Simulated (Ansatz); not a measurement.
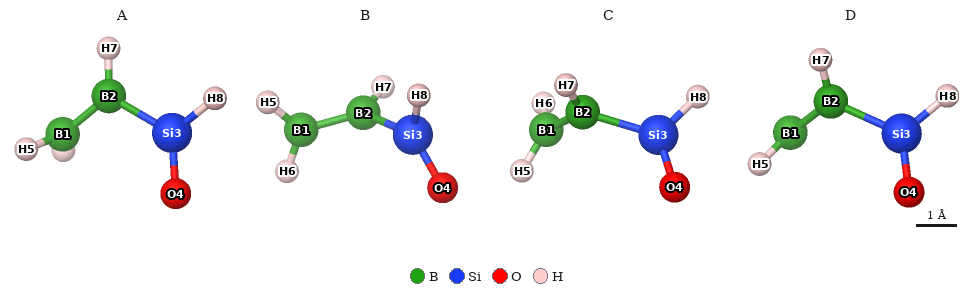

4 geometries from a converged minimum-energy path of B2SiH4O, shuffled. A ball-and-stick model, seen at a tilt.

All numbers below come from RKS B3LYP/def2-SVP in Ansatz. Set-up: 7 movable images; climbing image; force threshold 0.05 eV/Å; iteration limit 60; starting path by image-dependent pair potential.

Which frame is the transition state?

Answer. A. In order along the path, whose images run from 0 to 8: B (image 0, 0.00 kcal/mol), A (image 4, +1.76 kcal/mol), D (image 6, +1.05 kcal/mol), C (image 8, 0.00 kcal/mol). The motion is a rotation about the B2–Si3 bond by about 175°. No bond forms or breaks between the ends. Bond angles that change up to the highest image, for instance: B1–B2–Si3 122.0° → 116.2°, Si3–B2–H7 115.2° → 118.1°.

The run took 2.1 min on 1 thread of Arm Neoverse V1, with other jobs on the host, peak memory 0.14 GiB.
